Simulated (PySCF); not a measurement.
**MP2/STO-6G run of GeHF (SMILES [F][GeH])**

What is the vertical singlet–triplet gap of GeHF at MP2/STO-6G? Input form: a Python script.

The calculation is run with PySCF 2.14.0.

4 further runs of the same task are left out: 4 set aside as unsound or not needed.

## (1) Starting point

GeHF has 3 atoms, charge 0, and is taken as a singlet. As SMILES, `[F][GeH]`. The shape is that of a PBE0-D4/def2-TZVP optimisation.

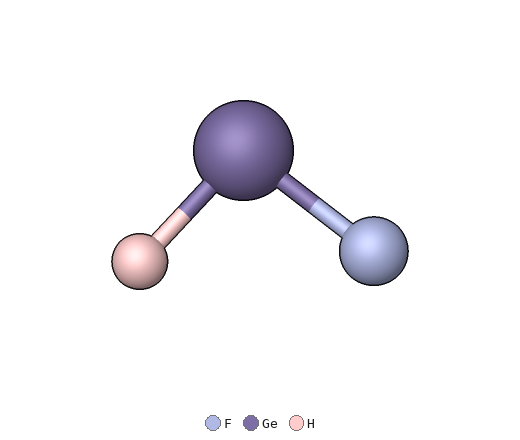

The structure, seen from a chosen angle (fluorine light blue, germanium purple, hydrogen pink).

## (2) A single-point energy at MP2/STO-6G

File run.py:

```python
from pyscf import gto, scf, mp

mol = gto.Mole()
mol.atom = 'F 0.672100 1.012600 0.469700; Ge -0.657900 0.195200 -0.335600; H -0.025200 -1.272700 -0.147400'
mol.basis = 'sto-6g'
mol.charge = 0
mol.max_memory = 1860
mol.verbose = 3
mol.build()

myscf = scf.RHF(mol)
myscf.conv_tol = 1e-10
myscf.kernel()
if not myscf.converged:
    myscf = myscf.newton().run(myscf.mo_coeff, myscf.mo_occ)

pt = mp.MP2(myscf, frozen=10).run()
energy = pt.e_tot
print('E = %.10f Eh' % energy)
```

The run is started by

```
OMP_NUM_THREADS=1 python run.py
```

What it wrote:

```text
converged SCF energy = -2163.7617923589
E(RMP2) = -2163.81609234324  E_corr = -0.0542999843314785
E(SCS-RMP2) = -2163.82037693134  E_corr = -0.0585845724368922
E = -2163.8160923432 Eh
```

Run time: 1.7 s. Hardware: 1 thread of Arm Neoverse N1, shared host; peak memory 0.12 GiB.

## (3) The triplet, same level

File input.py:

```python
from pyscf import gto, scf, mp

mol = gto.M(
    atom='F 0.672100 1.012600 0.469700; Ge -0.657900 0.195200 -0.335600; H -0.025200 -1.272700 -0.147400',
    basis='sto-6g',
    max_memory=1860,
    charge=0,
    verbose=3,
    spin=2,
)

mf = scf.UHF(mol)
mf.conv_tol = 1e-10
mf.kernel()
if not mf.converged:
    mf = mf.newton().run(mf.mo_coeff, mf.mo_occ)

pt = mp.MP2(mf, frozen=10).run()
e_final = pt.e_tot
print(f'total energy: {e_final:.8f} hartree')
```

The run is started by

```
OMP_NUM_THREADS=1 python input.py
```

What it wrote:

```text
WARN: HOMO -0.247501511220809 >= LUMO -0.43809221600965

converged SCF energy = -2163.70956891221  <S^2> = 2.0044789  2S+1 = 3.0029845
E(UMP2) = -2163.74953165969  E_corr = -0.0399627474741782
E(SCS-UMP2) = -2163.75299480407  E_corr = -0.0434258918564061
total energy: -2163.74953166 hartree
```

Run time: 1.8 s. Hardware: 1 thread of Arm Neoverse N1, shared host; peak memory 0.11 GiB.

## (4) Outcome

At MP2/STO-6G, 10 core orbitals frozen:

| quantity | value |
| --- | --- |
| singlet: total energy | -2163.81609 Eh |
| singlet: dipole moment (Hartree–Fock density) | 0.78 D |
| singlet: HOMO energy (Hartree–Fock orbitals) | -6.50 eV |
| singlet: LUMO energy (Hartree–Fock orbitals) | 4.79 eV |
| singlet: HOMO–LUMO gap (Hartree–Fock orbitals) | 11.29 eV |
| singlet: correlation energy (10 core orbitals frozen) | -54.3 mEh |
| triplet: total energy | -2163.74953 Eh |
| triplet: dipole moment (Hartree–Fock density) | 2.26 D |
| triplet: HOMO energy (Hartree–Fock orbitals) (highest over α and β) | -5.09 eV |
| triplet: LUMO energy (Hartree–Fock orbitals) (lowest over α and β) | 3.40 eV |
| triplet: correlation energy (10 core orbitals frozen) | -40.0 mEh |
| triplet: ⟨S²⟩ of the reference determinant | 2.004 |
| vertical energy of the triplet above the singlet | 1.811 eV |

In words: At this shape the triplet lies 1.81 eV (175 kJ/mol) above the singlet. In a minimal basis such a difference can be off by several eV, whatever the method. Mulliken charges (singlet) of the mean-field density run from -0.33 on F1 to +0.53 on Ge2. Mulliken charges (triplet) of the mean-field density run from -0.30 on F1 to +0.42 on Ge2.
